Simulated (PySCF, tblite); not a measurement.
# C5H6F2OSi: geometry, infrared bands and NMR shifts

Wanted: the infrared bands and NMR shifts of C5H6F2OSi (`O=C1C=C(C(F)F)C[SiH2]1`), by calculation.

The runs use tblite 0.8.0 and PySCF 2.14.0, with density-fitted response routines of our own; the level of theory stands in each step. All values are computed, except where a source is named. Atoms are numbered from 0 throughout.

## 1. Starting geometry

15 atoms, charge 0, multiplicity 1; geometry from: force field or distance geometry start.

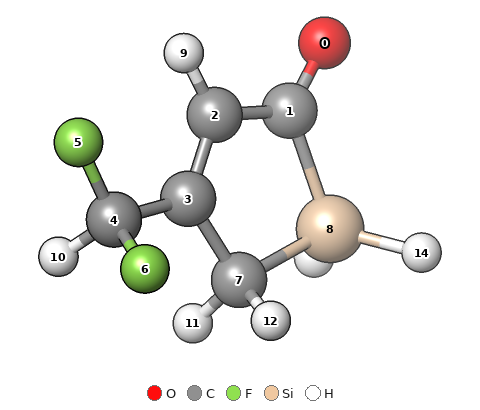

The starting geometry (oxygen red, carbon grey, fluorine green, silicon light orange, hydrogen white), atoms numbered; sticks join atoms by distance.

## 2. Relaxing the molecule with GFN2-xTB

Job settings and geometry (Å):

```
{"job": {"kind": "relax", "xc": "GFN2-xTB", "basis": "xTB"}, "charge": 0, "multiplicity": 1}
O      2.907700     0.742600    -0.896100
C      1.809100     0.352900    -0.524500
C      0.546800     1.085300    -0.555100
C     -0.528100     0.414300    -0.097600
C     -1.913900     0.966200    -0.018100
F     -1.951300     2.268900    -0.415700
F     -2.376300     0.940100     1.246600
C     -0.329500    -1.005700     0.435500
Si     1.546800    -1.366100     0.225700
H      0.515000     2.099500    -0.937400
H     -2.604400     0.401100    -0.661700
H     -0.921700    -1.728300    -0.156200
H     -0.617900    -1.080900     1.497200
H      1.744800    -2.499900    -0.722100
H      2.168400    -1.582100     1.557700
```

On the command line:

```
> OMP_NUM_THREADS=1 python probes_run.py task.json out
```

This one command runs all jobs of the session in turn.

**Question.** This job is followed by: GFN2-xTB harmonic vibrations, gas phase; GIAO PBE0/pcSseg-1 NMR shielding, non-relativistic, gas phase. Predict these results of the whole session: strongest single infrared mode (GFN2-xTB); zero-point energy (GFN2-xTB); 13C shifts against TMS (PBE0/pcSseg-1); 1H shifts against TMS (PBE0/pcSseg-1, means over atoms taken as alike); 17O shifts against H2O (PBE0/pcSseg-1); 19F shifts against CFCl3 (PBE0/pcSseg-1, means over atoms taken as alike); 29Si shifts against TMS (PBE0/pcSseg-1).

The runs gave:

| quantity | value |
| --- | --- |
| strongest single infrared mode (GFN2-xTB) | 2309 cm⁻¹, 285 km/mol |
| zero-point energy (GFN2-xTB) | 59.9 kcal/mol |
| 13C shifts against TMS (PBE0/pcSseg-1) | 236.0, 175.4, 146.6, 121.3, 11.2 ppm |
| 1H shifts against TMS (PBE0/pcSseg-1, means over atoms taken as alike) | 6.79, 6.63, 4.19, 1.92 ppm |
| 17O shifts against H2O (PBE0/pcSseg-1) | 851.7 ppm |
| 19F shifts against CFCl3 (PBE0/pcSseg-1, means over atoms taken as alike) | -145.9 ppm |
| 29Si shifts against TMS (PBE0/pcSseg-1) | -73.8 ppm |

**Reading.** Relaxing lowered the energy by 0.146 eV in 22 steps; the close pair that moved most is C1–Si8, from 1.894 to 1.931 Å. No mode is imaginary among the 39: a minimum at this level. The strongest single mode, at 2309 cm⁻¹, moves mainly H14. Unscaled tight-binding wavenumbers are off by several per cent, some by more. Its intensities can rank the bands wrongly. The most deshielded hydrogen is H9 (hydrogen on an α carbon of a C=C–C=O unit), at 6.79 ppm: olefinic region. At PBE0/pcSseg-1: Shielding is most anisotropic at O0 (span 1817 ppm, paramagnetic term -912 ppm).
